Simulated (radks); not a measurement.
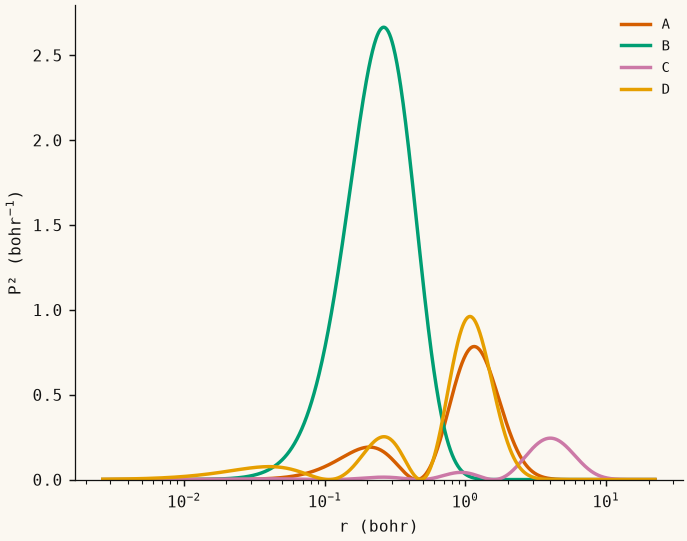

Atomic potassium (K) in the configuration [Ar] 4s1 (high spin). All numbers are computed, not measured: scalar-relativistic Kohn-Sham, LDA (Slater exchange, VWN5 correlation), spin-polarised, spherical densities, finite nucleus (the in-house radial solver radks).

The plot shows the radial probability densities P² of 2p up, 3s up, 4s up and 3p up.

**Which curve belongs to which orbital?**

A is 3p up; B is 2p up; C is 4s up; D is 3s up. 2p up: outer maximum at 0.263 bohr, ⟨r⟩ = 0.351 bohr, 0 nodes, eigenvalue −280.0 eV; 3s up: outer maximum at 1.08 bohr, ⟨r⟩ = 1.27 bohr, 2 nodes, eigenvalue −35.1 eV; 3p up: outer maximum at 1.15 bohr, ⟨r⟩ = 1.44 bohr, 1 node, eigenvalue −18.8 eV; 4s up: outer maximum at 4.01 bohr, ⟨r⟩ = 4.82 bohr, 3 nodes, eigenvalue −2.63 eV.
